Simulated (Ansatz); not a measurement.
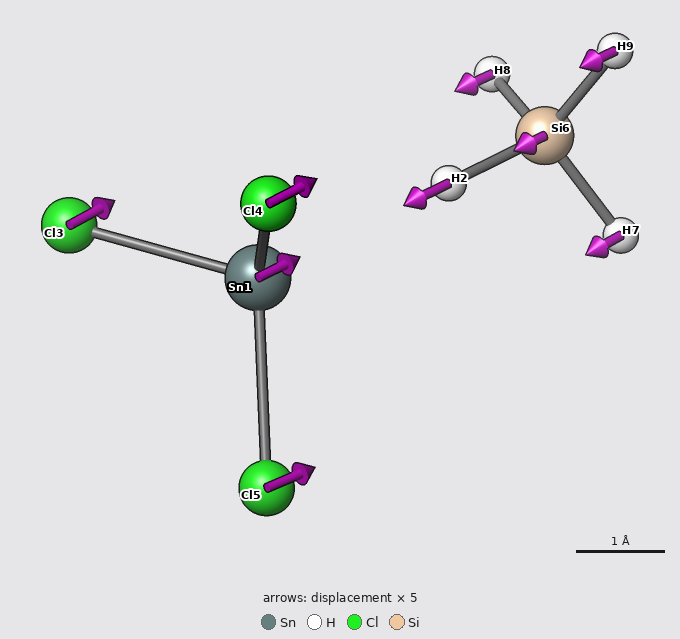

This is a relaxation of SnSiH₄Cl₃ (multiplicity 2). The starting structure is drawn; purple arrows show the displacements, magnified 5 times. The two geometries are superimposed by the best rigid fit.

Style: ball-and-stick. Shown from a free direction.

The run prepares an end point of a later path (reaction) calculation, from a guessed geometry.

Theory: UKS PBE/def2-SVP in Ansatz.

Input file:
```yaml
crystal:
  periodic: [false, false, false]
  atoms:
    - { symbol: Sn, position_ang: [0.000889, 2.0e-06, -0.378886] }
    - { symbol: H, position_ang: [-0.000885, -1.5e-05, 2.560801] }
    - { symbol: Cl, position_ang: [2.239774, 2.4e-05, -1.249594] }
    - { symbol: Cl, position_ang: [-1.118555, 1.939173, -1.248997] }
    - { symbol: Cl, position_ang: [-1.118518, -1.93919, -1.248998] }
    - { symbol: Si, position_ang: [-0.00024, -3.0e-06, 4.04165] }
    - { symbol: H, position_ang: [-0.768393, -1.196618, 4.523255] }
    - { symbol: H, position_ang: [1.420455, -0.067118, 4.52228] }
    - { symbol: H, position_ang: [-0.652125, 1.263745, 4.523189] }
magnetization:
  spin_polarized: true
  initial_magnetization: 1
basis:
  gaussian: { orbitals: def2-SVP }
hamiltonian:
  xc: pbe
relax:
  f_tol: 0.03
  max_steps: 50
output:
  orbitals: {}
```

Launched with:
```bash
ansatz run input.yaml --threads 4 --pin off --max-ram 5120MiB --backend cpu --events-out ev --progress --plain --runs-dir out
```

Question: What did the optimiser do to the structure, and how much energy did it gain?

Answer: After 2 geometry steps the energy has fallen by 0.017 eV. Largest force component: 0.62 eV/Å at the start, 0.0088 eV/Å at the end. The largest moves after the best rigid fit, 0.15 Å, are those of Cl3, Cl4 and Cl5. By element the largest moves are Cl 0.15 Å, H 0.14 Å, Sn 0.13 Å, Si 0.10 Å. Some distances before and after: H2–Si6 1.481 → 1.524 Å.

Limits of the set-up: the start holds two separate molecules, 2.9 Å apart at their closest, whose relative position is a soft coordinate and is computed without a dispersion correction.
